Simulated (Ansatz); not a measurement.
Er$_{4}$Se

Input

```
crystal:
  lattice:
    - [3.5126058975, 0.0, 0.0]
    - [0.0, 3.5126058975, 0.0]
    - [0.0, 0.0, 11.8058488818]
  atoms:
    - { symbol: Er, position: [0.5, 0.5, 0.6454557605] }
    - { symbol: Er, position: [0.5, 0.5, 0.3545442395] }
    - { symbol: Er, position: [0.0, 0.0, 0.1488973778] }
    - { symbol: Er, position: [0.0, 0.0, 0.8511026222] }
    - { symbol: Se, position: [0.5, 0.5, 0.0] }
basis:
  ecutwfc: 770
kpoints:
  mp_grid: { grid: [10, 10, 4] }
hamiltonian:
  xc: pbe
  pseudopotentials:
    kind: paw
    azcp: { Er: "pseudopotentials/pbe/nc/lanthanide_3plus/Er.nc.azcp" }
scf:
  occupations: { method: gaussian, width: 0.1 }
output:
  forces: true
  stress: true
  eigenvalues: true
  write_density: true
  write_potential: true
  elf: true
  volumetric_format: npy
relax:
  adjacent_minimum: "off"
  f_tol: 0.01
  max_steps: 80
  cell: { stress_tol: 0.05 }
```

Command:

```sh
ansatz run input.yaml --threads 1 --pin off --max-ram 2560MiB --backend cpu --events-out ev --progress --plain --runs-dir out
```

Below, planes, directions and counts refer to the conventional cell (a = 3.50 Å, b = 3.50 Å, c = 11.82 Å, α = 90.00°, β = 90.00°, γ = 90.00°).

The fields are those of the run's last geometry, not of the input's.

Space group P4/mmm; a structure generated by program, which may or may not match a known phase; computed without spin polarisation; no Hubbard U on the f states and no spin–orbit coupling.

The calculation used Ansatz, DFT PBE, scalar-relativistic, plane waves, PAW; 4f electrons in the core of a trivalent norm-conserving potential.

**Predict the valence pseudo-density and electron localisation function between the atoms.**

Er–Se (3.04 Å): ρ at the midpoint is about 0.19 e/Å³; the ELF is about 0.25 at the midpoint and 0.10 at its lowest between the atoms; no shared electron pair shows on this line.

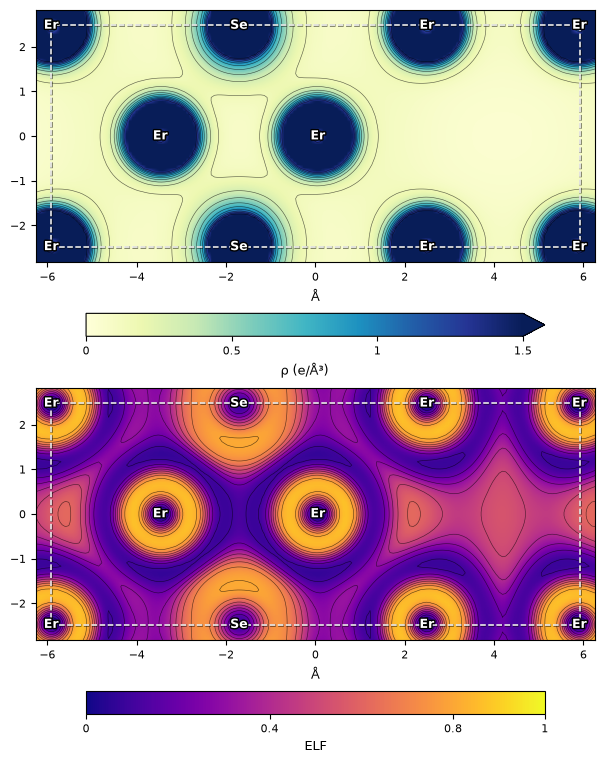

Computed valence pseudo-density and electron localisation function on the (11̄0) plane of the conventional cell, in this order. 

The density is the valence pseudo-density of a pseudopotential calculation; it isn't the true density close to the nuclei.
